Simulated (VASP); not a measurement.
Band structure of LiH (rock salt). Level of theory: SCAN meta-GGA, VASP's PBE PAW potentials (set 64) (plane waves; VASP).

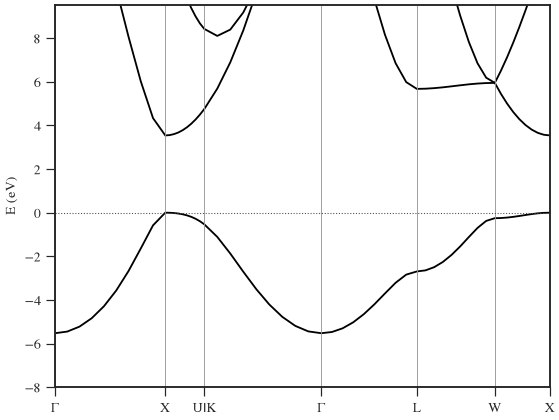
Bands along high-symmetry lines, zero at the valence-band maximum or, without a gap, the Fermi level

Task: Read the plot: is there a gap, and where are the band edges?

Result: The gap is direct, 3.54 eV, from the valence maximum at X to the conduction minimum at X.

The compound is LiH in the rock salt structure. It was relaxed first, which changed the volume by -7 %.
